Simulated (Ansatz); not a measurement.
**FH₅N₂OSi (SMILES N[Si](N)(O)F): density, localisation and related maps**

The calculation's input:

```
crystal:
  periodic: [false, false, false]
  atoms:
    - {symbol: F, position_ang: [0.589430, -1.010190, -1.484376]}
    - {symbol: "N", position_ang: [-1.535022, -0.249202, 0.239916]}
    - {symbol: "N", position_ang: [0.658288, -1.727019, 1.024125]}
    - {symbol: O, position_ang: [0.769087, 1.045794, 0.109138]}
    - {symbol: Si, position_ang: [0.128360, -0.479241, -0.023235]}
    - {symbol: H, position_ang: [-2.001220, 0.596773, -0.057356]}
    - {symbol: H, position_ang: [-2.162872, -1.034075, 0.341372]}
    - {symbol: H, position_ang: [0.554437, -1.626181, 2.025479]}
    - {symbol: H, position_ang: [1.464864, -2.288333, 0.783585]}
    - {symbol: H, position_ang: [1.580494, 1.187798, -0.397373]}
basis:
  gaussian:
    orbitals: def2-TZVPD
hamiltonian:
  xc: pbe0
output: {forces: true, orbitals: {seedname: orbitals}}
```

Launched as:

```sh
ansatz run input.yaml --threads 1 --pin off --max-ram 2610MiB --events-out events.jsonl --progress --plain --runs-dir runs
```

Geometry: B3LYP/6-31G*.

All numbers below come from Ansatz, isolated molecule in a Gaussian basis; Kohn-Sham density functional theory, functional PBE0.

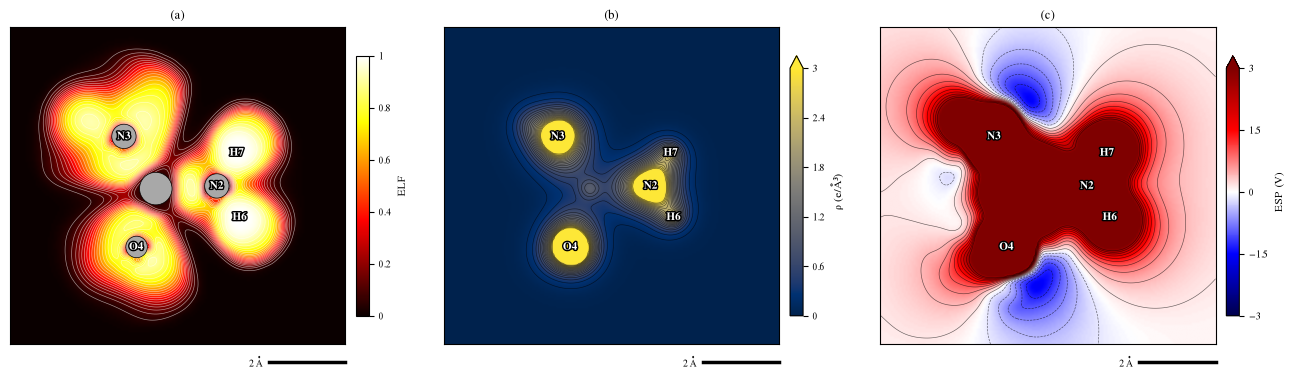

Figure 1. (a) electron localisation function; (b) total electron density; (c) molecular electrostatic potential on the plane of atoms H6, N2 and H7. Grey discs cover the atomic cores in the ELF map.

Interpret the plot.

Answer.
- Atoms in the plane: N, O and H.
- N–H (1.01 Å): the density is about 2.9 e/Å³ at the midpoint; the ELF climbs to about 1 towards the hydrogen, as it does in any bond to H (an ordinary covalent bond to hydrogen).
- The ELF also peaks beside O4 and N3, away from the bonds: lone-pair regions.
- Outside the dense part of the molecule the potential is most negative (−1.6 V) near O4.

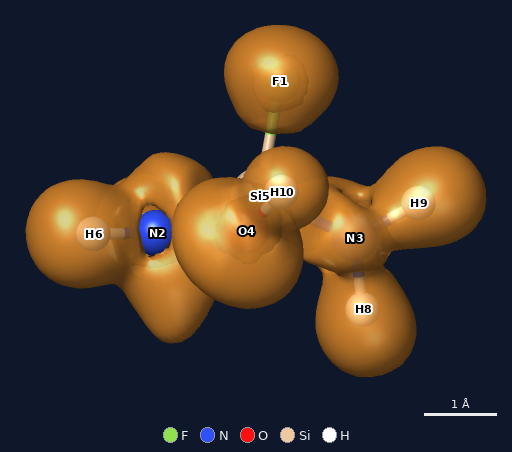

Figure 2. Isosurface of the electron localisation function at 0.75 (orange), seen from one side. Only the valence region is drawn (cores and ρ < 0.01 e/Å³ removed).

Identify the bonds, lone pairs and shells in this picture.

Answer. The ELF exceeds this value in one region wrapped around F (its lone pairs, merged into a ring or cap), two joined regions spread over several atoms (H, N), in which their bonds and any lone pairs are merged and one joined region spread over several atoms (H, O), in which their bonds and any lone pairs are merged.


Si–F (1.62 Å): the ELF peaks at about 0.85 in the valence shell of F, 0.6 Å from its nucleus, and is about 0.50 at the midpoint. Si–O (1.66 Å): the ELF peaks at about 0.90 between the atoms: a shared but strongly polarised pair.

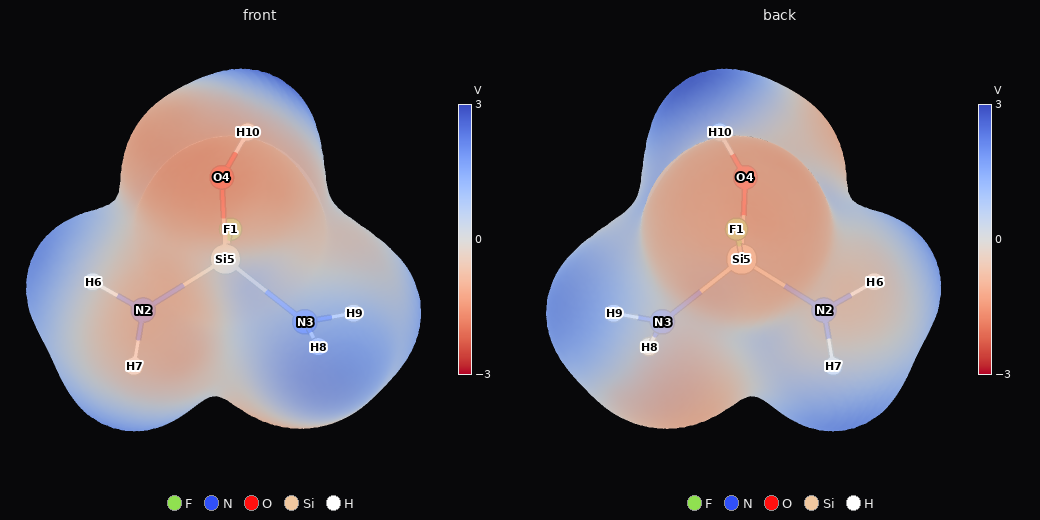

Figure 3. The electrostatic potential painted on the density surface at 0.002 e/bohr³, seen from the front and from behind; red is negative and blue positive.

Where is the surface potential most negative and most positive?

Answer. The most negative region (about −1.4 V) lies over O4, the most positive (about +2.5 V) over H10. O4 is the likeliest acceptor of a hydrogen bond.

What dipole moment does the calculation give?

Answer. Its dipole moment is 1.00 D.
